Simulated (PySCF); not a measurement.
# C₅H₅FO₂: reorganisation energies

Wanted: reorganisation energies for C₅H₅FO₂ (`O=C(O)C(F)=C1CC1`).

Programs: PySCF 2.14.0, with routines of our own; each step states its level. All values are computed. Atoms count from 0.

### Step 1. The system as given

13 atoms, charge 0, multiplicity 1; geometry from: GFN2-xTB.

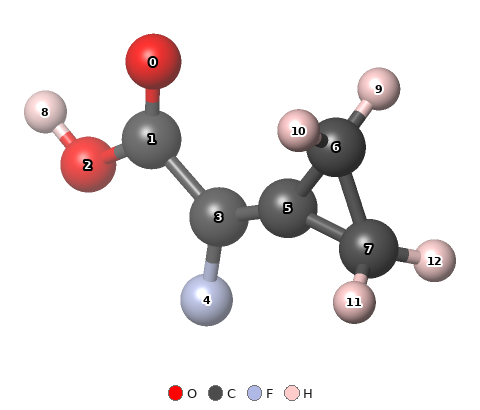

The starting geometry (oxygen red, carbon dark grey, fluorine light blue, hydrogen pink).

### Step 2. Optimising the geometry at BHandHLYP/def2-SVP

The job: settings as JSON, then the geometry in Å.

```
{"job": {"xc": "BHandHLYP", "basis": "def2-SVP", "grid": 1, "kind": "geom"}, "charge": 0, "multiplicity": 1}
O      1.763425     0.110810     1.516714
C      1.841086    -0.161934     0.345250
O      2.990068    -0.440015    -0.271681
C      0.672627    -0.224475    -0.559985
F      0.944189    -0.545515    -1.849097
C     -0.562985     0.011017    -0.167982
C     -1.461703     0.364704     0.927115
C     -1.991121     0.114430    -0.467181
H      3.729213    -0.389260     0.353658
H     -1.636793    -0.372856     1.696308
H     -1.427461     1.376646     1.303003
H     -2.328039     0.954155    -1.058087
H     -2.536893    -0.797222    -0.664354
```

On the command line:

```
> OMP_NUM_THREADS=1 python excited_run.py task.json out
```

One launch serves the whole session: the jobs run in the order shown.

The log of the run:

```text
step   0  E = -443.20595768  max force = 0.021017
step   1  E = -443.20671184  max force = 0.007907
step   2  E = -443.20713066  max force = 0.007316
step   3  E = -443.20711015  max force = 0.007874
step   4  E = -443.20752035  max force = 0.003965
step   5  E = -443.20749178  max force = 0.003657
step   6  E = -443.20760530  max force = 0.001075
step   7  E = -443.20762140  max force = 0.000943
step   8  E = -443.20762442  max force = 0.000459
step   9  E = -443.20762340  max force = 0.000182
optimisation converged
```

Wall time 67 s (1 thread of Intel Xeon Platinum 8259CL at 2.50GHz, shared host); peak memory 0.54 GiB.

The steps of the relaxation:

| step | energy from step 0 (eV) | largest force component (eV/Å) |
| --- | --- | --- |
| 0 | 0.0000 | 1.0807 |
| 1 | -0.0205 | 0.4066 |
| 2 | -0.0319 | 0.3762 |
| 3 | -0.0314 | 0.4049 |
| 4 | -0.0425 | 0.2039 |
| 5 | -0.0417 | 0.1881 |
| 6 | -0.0448 | 0.0553 |
| 7 | -0.0453 | 0.0485 |
| 8 | -0.0454 | 0.0236 |
| 9 | -0.0453 | 0.0094 |

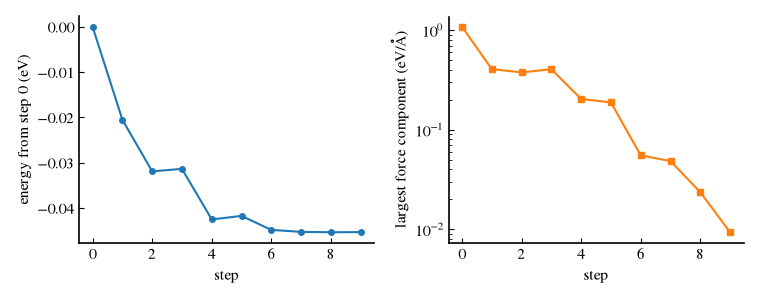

Energy and force, step by step.

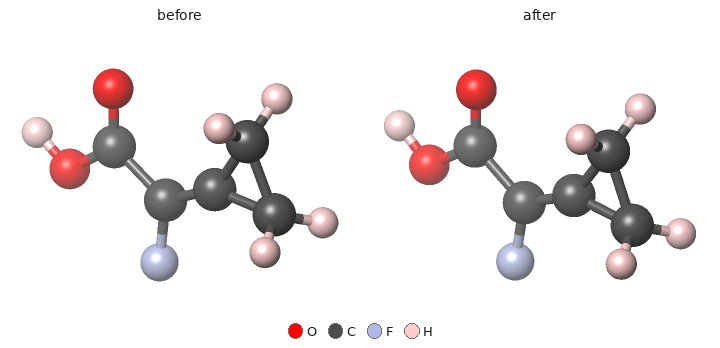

Before and after, at one scale.

Distances of close pairs at the start and the end, largest changes first:

| bond | before (Å) | after (Å) | change (Å) |
| --- | --- | --- | --- |
| C3–F4 | 1.356 | 1.328 | -0.028 |
| O0–C1 | 1.205 | 1.194 | -0.012 |
| O2–H8 | 0.970 | 0.960 | -0.009 |
| C5–C6 | 1.460 | 1.452 | -0.008 |
| C1–O2 | 1.333 | 1.326 | -0.008 |
| C6–H9 | 1.080 | 1.087 | +0.007 |
| C6–H10 | 1.080 | 1.087 | +0.007 |
| C7–H11 | 1.081 | 1.087 | +0.007 |

The next job starts from the end point, and lists it.

| at the end point | value |
| --- | --- |
| point group (found at 0.08 Å tolerance) | Cs |
| rotational constants (GHz, main isotopes) | 3.781, 1.561, 1.121 |
| dipole moment (D) | 1.02 |

### Step 3. Relaxation after adding or removing an electron (C5H5FO2+ (doublet)): UKS BHandHLYP/def2-SVP

The job: settings as JSON, then the geometry in Å.

```
{"job": {"kind": "ionopt", "ions": [1], "xc": "BHandHLYP", "basis": "def2-SVP", "grid": 1}, "charge": 1, "multiplicity": 2}
O      1.677293     0.131636     1.603603
C      1.820301    -0.149676     0.452531
O      2.995731    -0.419913    -0.097984
C      0.707106    -0.236249    -0.522729
F      1.057985    -0.572745    -1.758090
C     -0.542676     0.002810    -0.196308
C     -1.497343     0.366280     0.835332
C     -1.941910     0.093706    -0.591063
H      3.659879    -0.341753     0.590862
H     -1.724090    -0.372678     1.599618
H     -1.495394     1.393178     1.191756
H     -2.245041     0.936767    -1.207335
H     -2.476339    -0.830074    -0.799215
```

Level: UKS BHandHLYP/def2-SVP geometry optimisation of the ion from the geometry of its parent, gas phase.

The log of the run:

```text
step       E/Eh        max force   <S^2>
  0    -442.85716526   0.045002   0.7627
  1    -442.86125628   0.026192   0.7600
  2    -442.86339025   0.010474   0.7602
  3    -442.86277812   0.013724   0.7591
  4    -442.86396534   0.004635   0.7594
  5    -442.86414338   0.003263   0.7596
  6    -442.86424611   0.001733   0.7595
  7    -442.86428583   0.000604   0.7595
  8    -442.86431077   0.000309   0.7595
  9    -442.86434134   0.000496   0.7594
 10    -442.86435195   0.000693   0.7594
 11    -442.86435948   0.000648   0.7594
 12    -442.86436697   0.000337   0.7594
optimisation converged
```

Run time: 3 min. Hardware: 1 thread of Intel Xeon Platinum 8259CL at 2.50GHz, shared host; peak memory 0.63 GiB.

From this job:

| quantity | value |
| --- | --- |
| geometry moved (RMSD) | 0.060 Å |
| ⟨S²⟩ | 0.759 |

Bonds of the start that changed most:

| bond | start (Å) | end (Å) |
| --- | --- | --- |
| C3–C5 | 1.314 | 1.391 |
| C3–F4 | 1.328 | 1.268 |
| C1–O2 | 1.326 | 1.298 |
| C1–C3 | 1.482 | 1.506 |
| C5–C6 | 1.452 | 1.436 |
| C7–C5 | 1.457 | 1.442 |

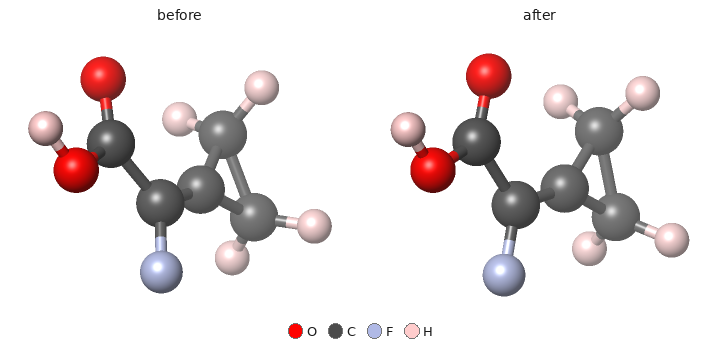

Before and after.

Mulliken spin populations:

O0 0.14; C1 -0.11; O2 -0.02; C3 0.47; F4 0.10; C5 0.39; C6 -0.03; C7 -0.03; H8 0.00; H9 0.02; H10 0.02; H11 0.02; H12 0.02

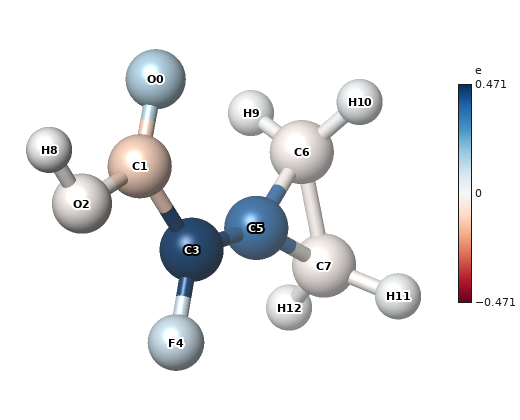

Mulliken spin populations, as colours on the atoms.

Orbitals, density, ELF and potential are computed afterwards from the orbital file.

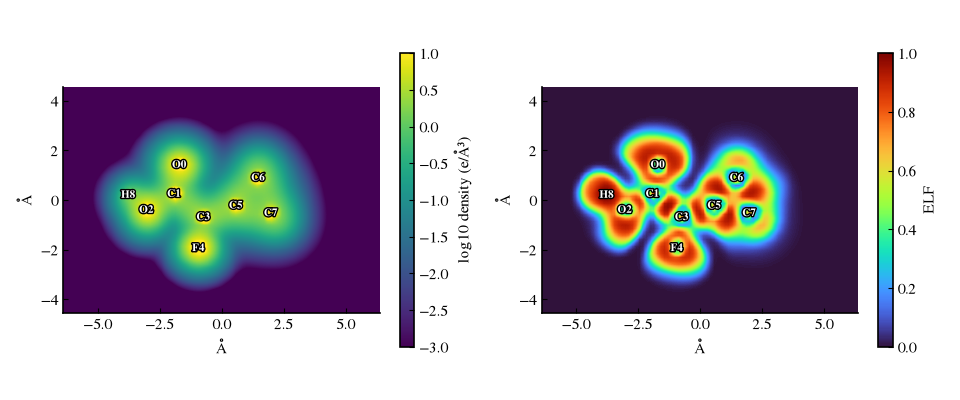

Density (left) and ELF (right) in a plane through or near 9 of the atoms.

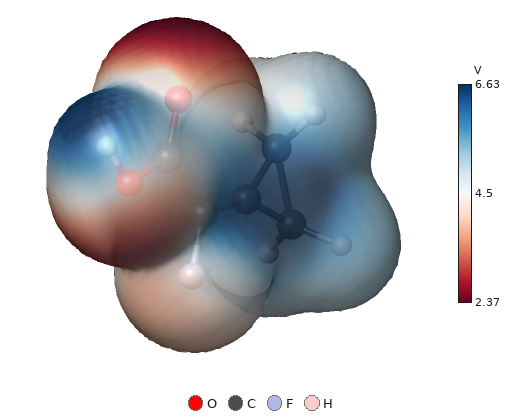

The potential that a unit positive charge feels on the 0.002 e/bohr³ surface, from 2.37 V near O0 to 6.63 V near H8.

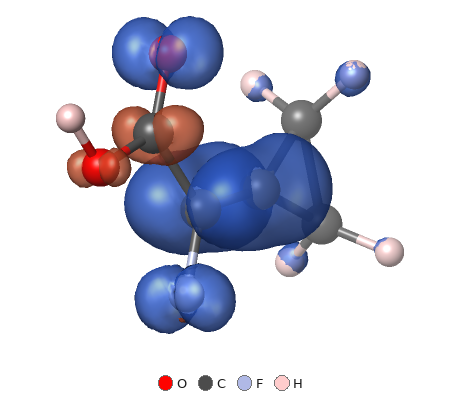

Spin density at ±0.03 e/Å³ (alpha excess blue, beta excess red).

### Step 4. Reorganisation energies: UKS BHandHLYP/def2-SVP

Settings changed since step 3:

```diff
@@ -1,2 +1,2 @@
-{"job": {"kind": "ionopt", "ions": [1], "xc": "BHandHLYP", "basis": "def2-SVP", "grid": 1}, "charge": 1, "multiplicity": 2}
+{"job": {"kind": "reorg", "ions": [1, -1], "xc": "BHandHLYP", "basis": "def2-SVP", "grid": 1}, "charge": 0, "multiplicity": 1}
 O      1.677293     0.131636     1.603603
```

With the program's defaults for keys left out, this is: UKS BHandHLYP/def2-SVP four-point reorganisation energy, gas phase.

The log of the run:

```text
final grid: 53920 points
cycle   1  E = -443.0135465276  dE =  1.854e+00  |g| = 9.943e-01  |ddm| = 4.014e+00
cycle   2  E = -442.8946745242  dE =  1.189e-01  |g| = 1.311e+00  |ddm| = 2.375e+00
cycle   3  E = -443.2024702192  dE = -3.078e-01  |g| = 1.597e-01  |ddm| = 1.481e+00
cycle   4  E = -443.2065223414  dE = -4.052e-03  |g| = 7.650e-02  |ddm| = 2.120e-01
cycle   5  E = -443.2075991230  dE = -1.077e-03  |g| = 8.807e-03  |ddm| = 7.215e-02
cycle   6  E = -443.2076199632  dE = -2.084e-05  |g| = 3.439e-03  |ddm| = 1.728e-02
cycle   7  E = -443.2076229525  dE = -2.989e-06  |g| = 1.140e-03  |ddm| = 6.125e-03
cycle   8  E = -443.2076233459  dE = -3.935e-07  |g| = 4.185e-04  |ddm| = 2.572e-03
cycle   9  E = -443.2076233922  dE = -4.625e-08  |g| = 1.251e-04  |ddm| = 7.630e-04
cycle  10  E = -443.2076233958  dE = -3.628e-09  |g| = 5.612e-05  |ddm| = 2.602e-04
cycle  11  E = -443.2076233966  dE = -8.326e-10  |g| = 1.327e-05  |ddm| = 7.526e-05
converged SCF energy = -443.2076233966

hole transfer: vertical 9.7029 eV, relaxation of the ion converged
  adiabatic 9.3405 eV, lambda(ion) 0.3624, lambda(parent) 0.3843, total 0.7467 eV

electron transfer: vertical -0.9458 eV, relaxation of the ion skipped
```

Run time: 15 s. Hardware: 1 thread of Intel Xeon Platinum 8259CL at 2.50GHz, shared host; peak memory 0.7 GiB.

### Step 5. Outcome

| quantity | value |
| --- | --- |
| point group | Cs |
| rotational constants (main isotopes) | 3.78, 1.56, 1.12 GHz |
| geometry moved (RMSD) (step 3, UKS BHandHLYP/def2-SVP) | 0.060 Å |
| hole reorganisation energy (step 4, UKS BHandHLYP/def2-SVP) | 0.7467 eV |

Over 9 steps the energy fell by 0.045 eV; of the close pairs, C3–F4 changed most, 1.356 to 1.328 Å. No frequency check was run at this level, so the end point may be a saddle. In step 3 (relaxation after adding or removing an electron), among the bonds C3–C5 changes most, from 1.314 to 1.391 Å.
